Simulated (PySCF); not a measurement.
# One shape, several levels: H3PO (SMILES O=[PH3])

Wanted: a comparison of 6 runs (HF/STO-3G, HF/3-21G, B3LYP/6-31G*, B2PLYP/cc-pVDZ, PBE/def2-SVP, PBE0/def2-SVP) of H3PO. 

The results are computed with PySCF 2.14.0.

## Step 1: The system as given

H3PO: 5 atoms, total charge 0, spin state singlet. As SMILES, `O=[PH3]`. The shape is that of a GFN2-xTB optimisation.

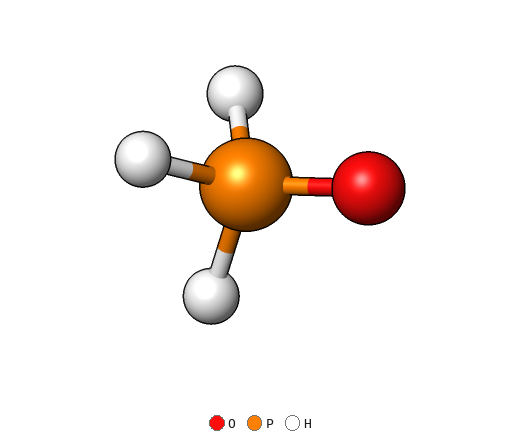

Viewed from a chosen angle; oxygen red, phosphorus orange, hydrogen white.

## Step 2: Energy and gradient at HF/STO-3G (run 1)

calc.py reads:

```python
import pyscf.grad
from pyscf import gto, scf

mol = gto.Mole()
mol.atom = '''
O     -2.611526    -0.620340     1.007130
P     -0.110568    -0.027684     0.042576
H      1.525122     1.067431     1.775209
H      1.254136    -2.075524    -0.859618
H     -0.057164     1.656118    -1.965296
'''
mol.unit = 'bohr'
mol.max_memory = 1860
mol.basis = 'sto-3g'
mol.verbose = 4
mol.build()

myscf = scf.RHF(mol)
myscf.conv_tol = 1e-10
myscf.kernel()
if not myscf.converged:
    myscf = myscf.newton().run(myscf.mo_coeff, myscf.mo_occ)

energy = myscf.e_tot
print(f'total energy: {energy:.8f} hartree')
grad = myscf.Gradients().kernel()
myscf.analyze()
```

Command:

```console
OMP_NUM_THREADS=1 python calc.py
```

Output:

```text
PySCF version 2.14.0

[INPUT] num. atoms = 5
[INPUT] num. electrons = 26
[INPUT] charge = 0
[INPUT] spin (= nelec alpha-beta = 2S) = 0
[INPUT] symmetry False subgroup None
[INPUT] Mole.unit = bohr
[INPUT] Symbol           X                Y                Z      unit          X                Y                Z       unit  Magmom
[INPUT]  1 O     -1.381960044925  -0.328269791022   0.532950244434 AA   -2.611526000000  -0.620340000000   1.007130000000 Bohr   0.0
[INPUT]  2 P     -0.058510065857  -0.014649741907   0.022530248932 AA   -0.110568000000  -0.027684000000   0.042576000000 Bohr   0.0
[INPUT]  3 H      0.807059806273   0.564860159430   0.939400147420 AA    1.525122000000   1.067431000000   1.775209000000 Bohr   0.0
[INPUT]  4 H      0.663660190594  -1.098320001518  -0.454890255697 AA    1.254136000000  -2.075524000000  -0.859618000000 Bohr   0.0
[INPUT]  5 H     -0.030249886085   0.876379904194  -1.039989855912 AA   -0.057164000000   1.656118000000  -1.965296000000 Bohr   0.0

[... 44 lines left out ...]
converged SCF energy = -412.331460058332
[... 14 lines left out ...]
Nuclear Repulsion Energy =              66.903000792615572
[... 2 lines left out ...]
Two-electron Coulomb Energy =          258.856205093595747
[... 4 lines left out ...]
MO #2   energy= -20.0054720636104  occ= 2
[... 2 lines left out ...]
MO #5   energy= -5.25480393401388  occ= 2
[... 2 lines left out ...]
MO #8   energy= -0.822561854832216 occ= 2
[... 2 lines left out ...]
MO #11  energy= -0.36845973144498  occ= 2
[... 2 lines left out ...]
MO #14  energy= 0.479986867174626  occ= 0
[... 2 lines left out ...]
MO #17  energy= 0.6739414647809    occ= 0
[... 25 lines left out ...]
Dipole moment(X, Y, Z, Debye):  3.28319,  0.77395, -1.26622
```

Wall time 1.5 s (1 thread of Intel Xeon at 2.70GHz, shared host); peak memory 0.12 GiB.

## Step 3: Energy and gradient at HF/3-21G (run 2)

calc.py reads:

```python
import pyscf.grad
from pyscf import gto, scf

mol = gto.M(
    atom=[
    ('O', (-1.381960, -0.328270, 0.532950)),
    ('P', (-0.058510, -0.014650, 0.022530)),
    ('H', (0.807060, 0.564860, 0.939400)),
    ('H', (0.663660, -1.098320, -0.454890)),
    ('H', (-0.030250, 0.876380, -1.039990)),
],
    spin=0,
    max_memory=1860,
    verbose=4,
    basis='3-21g',
)

mf = scf.RHF(mol)
mf.conv_tol = 1e-10
mf.kernel()
if not mf.converged:
    mf = mf.newton().run(mf.mo_coeff, mf.mo_occ)

energy = mf.e_tot
print(f'total energy: {energy:.8f} hartree')
grad = mf.Gradients().kernel()
dip = mf.dip_moment()
pop, q = mf.mulliken_pop()
```

Command:

```console
OMP_NUM_THREADS=1 python calc.py
```

Output:

```text
PySCF version 2.14.0

[INPUT] num. atoms = 5
[INPUT] num. electrons = 26
[INPUT] charge = 0
[INPUT] spin (= nelec alpha-beta = 2S) = 0
[INPUT] symmetry False subgroup None
[INPUT] Mole.unit = angstrom
[INPUT] Symbol           X                Y                Z      unit          X                Y                Z       unit  Magmom
[INPUT]  1 O     -1.381960000000  -0.328270000000   0.532950000000 AA   -2.611525915104  -0.620340394911   1.007129538087 Bohr   0.0
[INPUT]  2 P     -0.058510000000  -0.014650000000   0.022530000000 AA   -0.110567875548  -0.027684487725   0.042575529586 Bohr   0.0
[INPUT]  3 H      0.807060000000   0.564860000000   0.939400000000 AA    1.525122366091   1.067430698722   1.775208721416 Bohr   0.0
[INPUT]  4 H      0.663660000000  -1.098320000000  -0.454890000000 AA    1.254135639829  -2.075523997132  -0.859617516803 Bohr   0.0
[INPUT]  5 H     -0.030250000000   0.876380000000  -1.039990000000 AA   -0.057164215268   1.656118181046  -1.965296272286 Bohr   0.0

[... 46 lines left out ...]
converged SCF energy = -415.064832947358
total energy: -415.06483295 hartree
[... 7 lines left out ...]
2 H    -0.0116649937    -0.0042282109    -0.0011233873
3 H    -0.0111600314     0.0031628423     0.0051469830
4 H    -0.0078544626    -0.0059145399     0.0080488758
----------------------------------------------
Dipole moment(X, Y, Z, Debye):  4.04456,  0.95378, -1.56032
 ** Mulliken pop  **
pop of  0 O 1s            1.98633
pop of  0 O 2s            0.41724
pop of  0 O 3s            1.56568
pop of  0 O 2px           0.61531
pop of  0 O 2py           0.73242
pop of  0 O 2pz           0.72089
pop of  0 O 3px           0.80087
pop of  0 O 3py           1.00221
pop of  0 O 3pz           0.98250
pop of  1 P 1s            1.99851
pop of  1 P 2s            1.96722
pop of  1 P 3s            0.84654
pop of  1 P 4s            0.51052
pop of  1 P 2px           1.95853
pop of  1 P 2py           1.95836
pop of  1 P 2pz           1.95837
pop of  1 P 3px           0.64515
pop of  1 P 3py           0.65714
pop of  1 P 3pz           0.65576
pop of  1 P 4px           0.12707
pop of  1 P 4py           0.27830
pop of  1 P 4pz           0.26381
pop of  2 H 1s            0.46500
pop of  2 H 2s            0.65205
pop of  3 H 1s            0.46523
pop of  3 H 2s            0.65171
pop of  4 H 1s            0.46536
pop of  4 H 2s            0.65191
 ** Mulliken atomic charges  **
charge of    0O =     -0.82346
charge of    1P =      1.17472
charge of    2H =     -0.11706
charge of    3H =     -0.11694
charge of    4H =     -0.11726
```

Run time: 1.6 s. Hardware: 1 thread of Intel Xeon at 2.70GHz, shared host; peak memory 0.12 GiB.

## Step 4: Energy and gradient at B3LYP/6-31G(d) (spherical functions) (run 3)

input.py reads:

```python
import pyscf.grad
from pyscf import gto, dft

mol = gto.M(
    atom='''
O   -1.381960  -0.328270   0.532950
P   -0.058510  -0.014650   0.022530
H    0.807060   0.564860   0.939400
H    0.663660  -1.098320  -0.454890
H   -0.030250   0.876380  -1.039990
''',
    max_memory=1860,
    basis='6-31g*',
    verbose=4,
)

mf = dft.RKS(mol)
mf.xc = 'b3lyp'
mf.grids.level = 5
mf.conv_tol = 1e-10
mf.kernel()
if not mf.converged:
    mf = mf.newton().run(mf.mo_coeff, mf.mo_occ)

etot = mf.e_tot
print('E = %.10f Eh' % etot)
grad = mf.Gradients().kernel()
mf.analyze()
```

Command:

```console
OMP_NUM_THREADS=1 python input.py
```

Output:

```text
PySCF version 2.14.0

[INPUT] num. atoms = 5
[INPUT] num. electrons = 26
[INPUT] charge = 0
[INPUT] spin (= nelec alpha-beta = 2S) = 0
[INPUT] symmetry False subgroup None
[INPUT] Mole.unit = angstrom
[INPUT] Symbol           X                Y                Z      unit          X                Y                Z       unit  Magmom
[INPUT]  1 O     -1.381960000000  -0.328270000000   0.532950000000 AA   -2.611525915104  -0.620340394911   1.007129538087 Bohr   0.0
[INPUT]  2 P     -0.058510000000  -0.014650000000   0.022530000000 AA   -0.110567875548  -0.027684487725   0.042575529586 Bohr   0.0
[INPUT]  3 H      0.807060000000   0.564860000000   0.939400000000 AA    1.525122366091   1.067430698722   1.775208721416 Bohr   0.0
[INPUT]  4 H      0.663660000000  -1.098320000000  -0.454890000000 AA    1.254135639829  -2.075523997132  -0.859617516803 Bohr   0.0
[INPUT]  5 H     -0.030250000000   0.876380000000  -1.039990000000 AA   -0.057164215268   1.656118181046  -1.965296272286 Bohr   0.0

[... 58 lines left out ...]
converged SCF energy = -418.348982017681
[... 17 lines left out ...]
Two-electron Energy =                  224.834049975983817
[... 5 lines left out ...]
MO #2   energy= -19.0929352607254  occ= 2
[... 3 lines left out ...]
MO #6   energy= -4.78271218057053  occ= 2
[... 3 lines left out ...]
MO #10  energy= -0.455128999035419 occ= 2
[... 3 lines left out ...]
MO #14  energy= 0.0231880354074563 occ= 0
[... 3 lines left out ...]
MO #18  energy= 0.246599338395028  occ= 0
[... 3 lines left out ...]
MO #22  energy= 0.63454816311807   occ= 0
[... 3 lines left out ...]
MO #26  energy= 0.831074515410323  occ= 0
[... 3 lines left out ...]
MO #30  energy= 1.15966940711661   occ= 0
[... 3 lines left out ...]
MO #34  energy= 1.85638753271669   occ= 0
[... 3 lines left out ...]
MO #38  energy= 2.8343928386314    occ= 0
[... 7 lines left out ...]
pop of  0 O 2pz           1.71896
pop of  0 O 3px           0.00119
pop of  0 O 3py           0.00441
pop of  0 O 3pz           0.00410
pop of  0 O 3dxy          0.00564
pop of  0 O 3dyz          0.00090
pop of  0 O 3dz^2         0.00334
pop of  0 O 3dxz          0.00701
pop of  0 O 3dx2-y2       0.00745
pop of  1 P 1s            1.99994
pop of  1 P 2s            1.99246
pop of  1 P 3s            1.17123
pop of  1 P 4s            0.01688
pop of  1 P 2px           1.99986
pop of  1 P 2py           1.99987
pop of  1 P 2pz           1.99987
pop of  1 P 3px           0.72886
pop of  1 P 3py           0.96894
pop of  1 P 3pz           0.94546
pop of  1 P 4px           0.02714
pop of  1 P 4py           0.02696
pop of  1 P 4pz           0.02691
pop of  1 P 3dxy          0.02987
pop of  1 P 3dyz          0.02062
pop of  1 P 3dz^2         0.01018
pop of  1 P 3dxz          0.02506
pop of  1 P 3dx2-y2       0.01194
pop of  2 H 1s            1.05082
pop of  2 H 2s            0.00901
pop of  3 H 1s            1.05053
pop of  3 H 2s            0.00903
pop of  4 H 1s            1.05089
pop of  4 H 2s            0.00903
 ** Mulliken atomic charges  **
charge of    0O =     -0.81863
charge of    1P =      0.99794
charge of    2H =     -0.05983
charge of    3H =     -0.05956
charge of    4H =     -0.05991
Dipole moment(X, Y, Z, Debye):  3.32431,  0.78435, -1.28265
```

Wall time 8.1 s (1 thread of Intel Xeon at 2.70GHz, shared host); peak memory 0.42 GiB.

Runs 4 to 5 aren't shown in full; the table further down has their settings and results.

## Step 5: Energy and forces at PBE0/def2-SVP (run 6)

run.py reads:

```python
import pyscf.grad
from pyscf import gto, dft

molecule = gto.M(
    atom='''
O     -2.611526    -0.620340     1.007130
P     -0.110568    -0.027684     0.042576
H      1.525122     1.067431     1.775209
H      1.254136    -2.075524    -0.859618
H     -0.057164     1.656118    -1.965296
''',
    unit='bohr',
    verbose=4,
    max_memory=1860,
    spin=0,
    basis='def2-svp',
    charge=0,
)

myscf = dft.RKS(molecule, xc='pbe0')
myscf.conv_tol = 1e-10
myscf.grids.level = 5
myscf.kernel()
if not myscf.converged:
    myscf = myscf.newton().run(myscf.mo_coeff, myscf.mo_occ)

energy = myscf.e_tot
print('E(%s) = %.9f' % ('PBE0', energy))
grad = myscf.Gradients().kernel()
myscf.analyze()
```

Command:

```console
OMP_NUM_THREADS=1 python run.py
```

Output:

```text
PySCF version 2.14.0

[INPUT] num. atoms = 5
[INPUT] num. electrons = 26
[INPUT] charge = 0
[INPUT] spin (= nelec alpha-beta = 2S) = 0
[INPUT] symmetry False subgroup None
[INPUT] Mole.unit = bohr
[INPUT] Symbol           X                Y                Z      unit          X                Y                Z       unit  Magmom
[INPUT]  1 O     -1.381960044925  -0.328269791022   0.532950244434 AA   -2.611526000000  -0.620340000000   1.007130000000 Bohr   0.0
[INPUT]  2 P     -0.058510065857  -0.014649741907   0.022530248932 AA   -0.110568000000  -0.027684000000   0.042576000000 Bohr   0.0
[INPUT]  3 H      0.807059806273   0.564860159430   0.939400147420 AA    1.525122000000   1.067431000000   1.775209000000 Bohr   0.0
[INPUT]  4 H      0.663660190594  -1.098320001518  -0.454890255697 AA    1.254136000000  -2.075524000000  -0.859618000000 Bohr   0.0
[INPUT]  5 H     -0.030249886085   0.876379904194  -1.039989855912 AA   -0.057164000000   1.656118000000  -1.965296000000 Bohr   0.0

[... 74 lines left out ...]
One-electron Energy =                 -709.879180427621122
[... 6 lines left out ...]
MO #2   energy= -19.1509273481031  occ= 2
[... 4 lines left out ...]
MO #7   energy= -0.989234249594657 occ= 2
[... 4 lines left out ...]
MO #12  energy= -0.292148546575562 occ= 2
[... 4 lines left out ...]
MO #17  energy= 0.0859602034312478 occ= 0
[... 4 lines left out ...]
MO #22  energy= 0.522449420357859  occ= 0
[... 4 lines left out ...]
MO #27  energy= 0.887839183468926  occ= 0
[... 4 lines left out ...]
MO #32  energy= 1.22238396415185   occ= 0
[... 4 lines left out ...]
MO #37  energy= 1.69725809321973   occ= 0
[... 4 lines left out ...]
MO #42  energy= 2.24397456321263   occ= 0
[... 4 lines left out ...]
MO #47  energy= 3.39981306764782   occ= 0
[... 16 lines left out ...]
pop of  1 P 1s            1.99994
pop of  1 P 2s            1.99252
pop of  1 P 3s            1.17036
pop of  1 P 4s            0.01669
pop of  1 P 2px           1.99984
pop of  1 P 2py           1.99987
pop of  1 P 2pz           1.99986
pop of  1 P 3px           0.74751
pop of  1 P 3py           0.97653
pop of  1 P 3pz           0.95414
pop of  1 P 4px           0.02190
pop of  1 P 4py           0.01546
pop of  1 P 4pz           0.01606
pop of  1 P 3dxy          0.02884
pop of  1 P 3dyz          0.01437
pop of  1 P 3dz^2         0.01075
pop of  1 P 3dxz          0.02377
pop of  1 P 3dx2-y2       0.01192
pop of  2 H 1s            1.04646
pop of  2 H 2s            0.01064
pop of  2 H 2px           0.00184
pop of  2 H 2py           0.00113
pop of  2 H 2pz           0.00360
pop of  3 H 1s            1.04619
pop of  3 H 2s            0.01067
pop of  3 H 2px           0.00125
pop of  3 H 2py           0.00462
pop of  3 H 2pz           0.00071
pop of  4 H 1s            1.04654
pop of  4 H 2s            0.01066
pop of  4 H 2px           0.00039
pop of  4 H 2py           0.00263
pop of  4 H 2pz           0.00355
 ** Mulliken atomic charges  **
charge of    0O =     -0.80880
charge of    1P =      0.99967
charge of    2H =     -0.06366
charge of    3H =     -0.06344
charge of    4H =     -0.06377
Dipole moment(X, Y, Z, Debye):  3.31292,  0.78207, -1.27815
```

It took 9 s on 1 thread of Intel Xeon at 2.70GHz, shared host; peak memory 0.49 GiB.

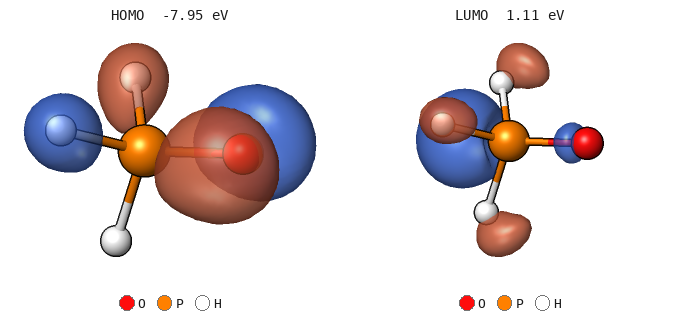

Frontier orbitals of this run, surfaces at ±0.2 Å^-3/2.

## Step 6: All runs side by side

```csv
run,level,integration grid,task,energy (Eh),dipole moment (D),HOMO energy (eV),LUMO energy (eV),wall time
1,HF/STO-3G,–,gradient,-412.331460,3.60,-6.70,13.06,1.5 s
2,HF/3-21G,–,gradient,-415.064833,4.44,-11.13,5.22,1.6 s
3,B3LYP/6-31G* (spherical functions),5,gradient,-418.348982,3.65,-7.69,0.63,8.1 s
4,B2PLYP/cc-pVDZ,5,energy,-418.143133,3.74,-9.29,2.17,7.5 s
5,PBE/def2-SVP,5,gradient,-417.937471,3.32,-6.36,0.18,8.7 s
6,PBE0/def2-SVP,5,gradient,-417.970482,3.64,-7.95,1.11,9 s
```

## Step 7: Results

| quantity | value |
| --- | --- |
| run 6: total energy | -417.97048 Eh |
| run 6: dipole moment | 3.64 D |
| run 6: HOMO energy | -7.95 eV |
| run 6: LUMO energy | 1.11 eV |
| run 6: HOMO–LUMO gap | 9.06 eV |
| run 6: largest force on an atom | 2.774 eV/Å |

In words: The dipole moment (its size) runs from 3.32 D (PBE/def2-SVP) to 4.44 D (HF/3-21G). The two ends differ in method and basis. The HOMO–LUMO gap runs from 6.55 eV (PBE/def2-SVP) to 19.76 eV (HF/STO-3G). Totals of different functionals can't be ranked against each other. In run 1 the basis is minimal, so the values are rough. All runs together took 37 s, the longest 9 s.
